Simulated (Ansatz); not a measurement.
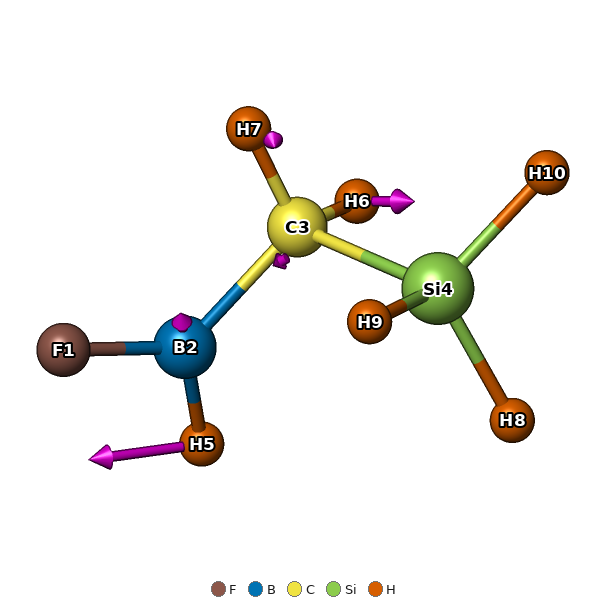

The arrows show one normal mode. Harmonic vibrations computed with RKS PBE0-D4/def2-TZVP (Ansatz 0.2.0) at a stationary point of the same level.

### At what wavenumber does it lie?

1132 cm⁻¹; it is mode 16 of 24 counted from the lowest.
